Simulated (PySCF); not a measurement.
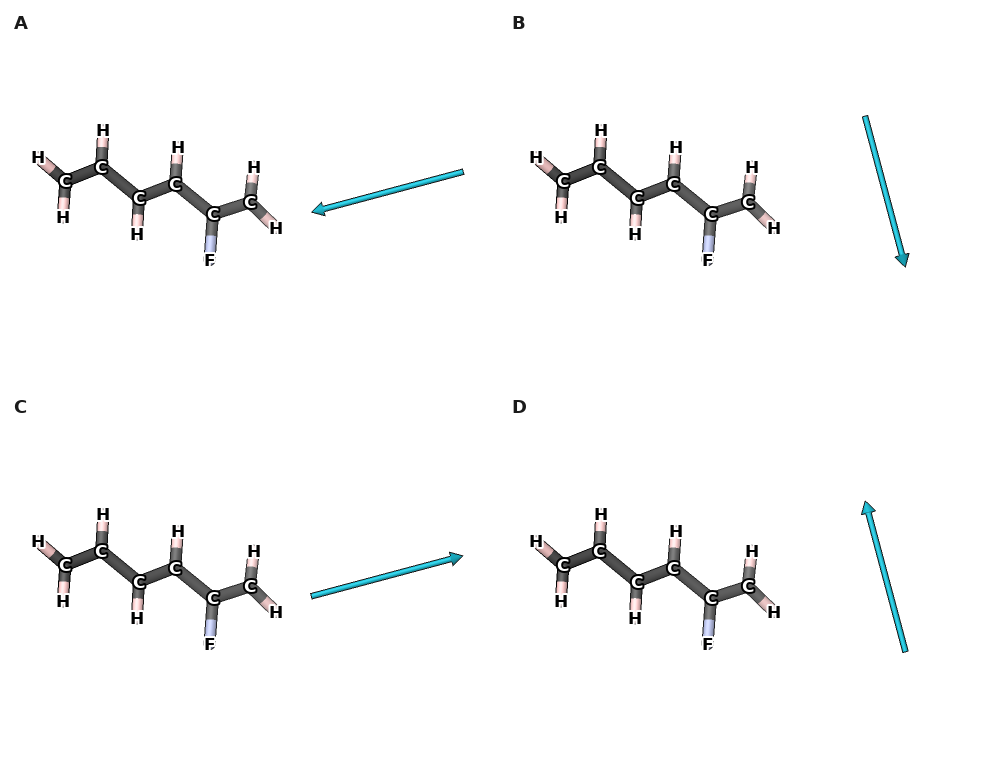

The same molecule four times, each with an arrow. The geometry was computed by an optimisation with GFN2-xTB. No frequency run is at hand to confirm it as a minimum. Method: B3LYP/def2-SVPD, gas phase (PySCF 2.14.0).

Question: Which arrow points along the dipole moment, from the negative to the positive end?

Answer: D. The dipole moment is 1.53 D.
